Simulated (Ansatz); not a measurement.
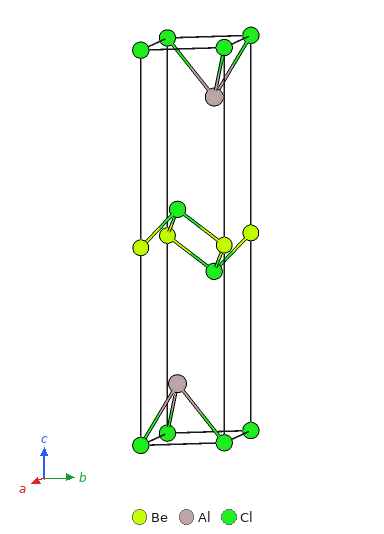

Crystal structure, ball-and-stick style, seen slightly off an axis. The wireframe shows the simulation cell.

```xyz
6
Lattice="3.1977 0.0000 0.0000 -1.5989 2.7693 0.0000 0.0000 0.0000 14.9950" Properties=species:S:1:pos:R:3 pbc="T T T"
Be    3.1977    0.0000    7.4975
Al    0.0000    1.8462   12.8412
Al    1.5989    0.9231    2.1537
Cl    1.5989    0.9231    8.7677
Cl    1.5989    2.7693   14.9950
Cl    0.0000    1.8462    6.2272
```

Computational set-up: DFT PBE, scalar-relativistic, plane waves, PAW (Ansatz), a 420 eV plane-wave basis, 15×15×4 k-mesh, Gaussian smearing of 0.1 eV, no spin polarisation.

**What Bader charges do the atoms carry?**

Be +1.69 e; Al +0.44 e; Cl -0.86 e.

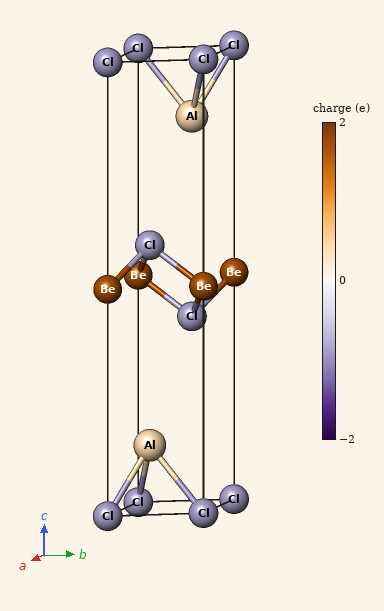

The atoms coloured by those charges.

The structure comes from a structure type filled with these elements by a generator (whether the compound takes this form wasn't checked). Earlier steps of the study may have refined or changed the cell and positions. It was run through Ansatz as a DFT input.
